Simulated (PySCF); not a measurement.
**C₂H₉BrSi₂: density, localisation and related maps**

```xyz
14

Si    1.7635    0.0771    0.1341
C    -0.1278    0.0416    0.4325
Si   -0.9824   -1.5186   -0.2643
C    -0.8051    1.2614   -0.1389
Br   -0.0821    2.9453    0.5737
H     2.4010    1.0430    1.0251
H     2.2862   -1.2622    0.3990
H     1.9864    0.4468   -1.2656
H    -0.2892    0.0373    1.5163
H    -0.4138   -2.6930    0.3900
H    -2.4195   -1.4348    0.0155
H    -0.7781   -1.5735   -1.7124
H    -0.6689    1.3325   -1.2174
H    -1.8709    1.2967    0.0903
```

Geometry: GFN2-xTB.

All numbers below come from B3LYP/def2-SVPD, SCF density, gas phase (PySCF).

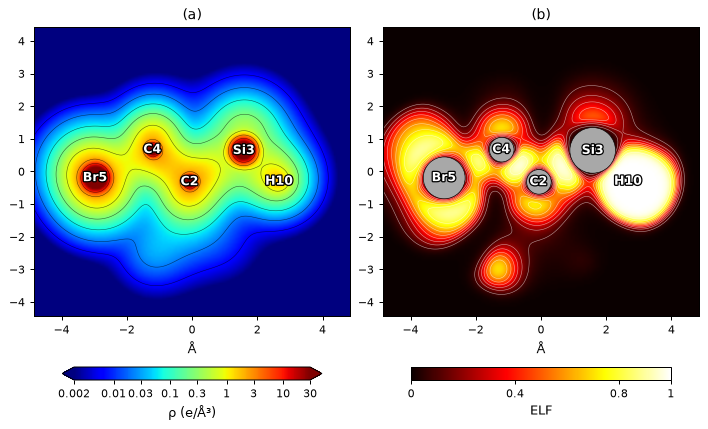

Figure 1. (a) electron density; (b) electron localisation function on the plane of atoms Si3, C2 and C4. Grey discs cover the atomic cores in the ELF map.

> What does the map show?

The section cuts through C, Si, Br and H sites.
C–C (1.51 Å): the density is about 1.7 e/Å³ at the midpoint; the ELF peaks at about 0.95 between the atoms: localised, covalent bonding.
C–Si (1.91 Å): the density is about 0.89 e/Å³ at the midpoint; the ELF peaks at about 0.95 between the atoms (localised, covalent bonding).
C–Br (1.97 Å): ρ is about 1 e/Å³ halfway; the ELF peaks at about 0.85 between the atoms: a covalent bond.
Si–H (1.46 Å): ρ at the midpoint is about 0.8 e/Å³; the ELF climbs to about 1 towards the hydrogen, as it does in any bond to H.
The ELF also peaks beside Br5, away from the bonds: lone-pair regions.

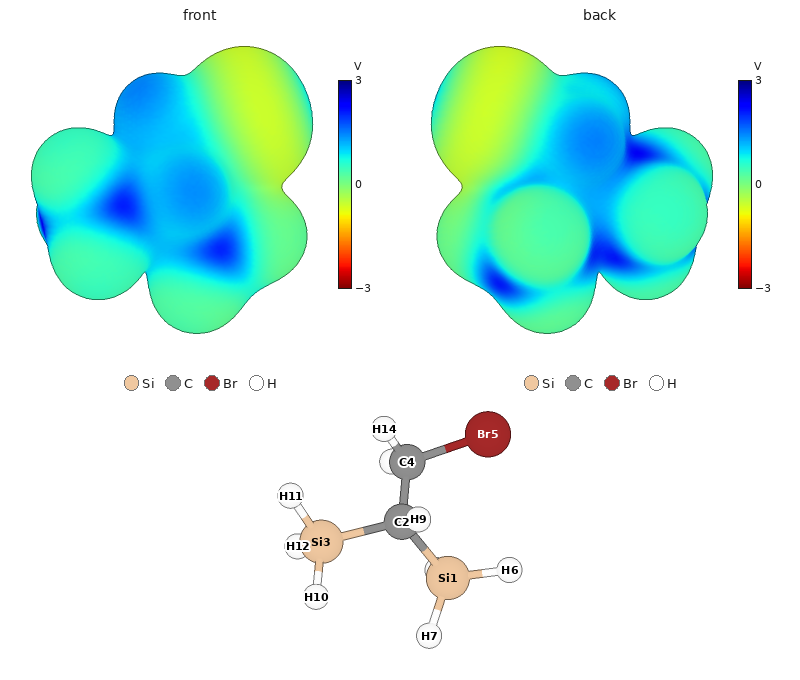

Figure 2. The molecular electrostatic potential painted on the density surface at 0.004 e/bohr³, seen from the front and from behind; red is negative and blue positive. The bare structure is drawn below in the same view.

> Which sites attract a positive test charge, and which a negative one?

A positive charge is drawn to the negative regions and a negative charge to the positive ones. The most negative region (about −0.6 V) lies over Br5, the most positive (about +2.1 V) over Si3. Br5 shows a σ-hole: about +0.9 V at the tip opposite its bond, against about −0.4 V on its flanks.

> What dipole moment does the calculation give?

Its dipole moment is 1.73 D.
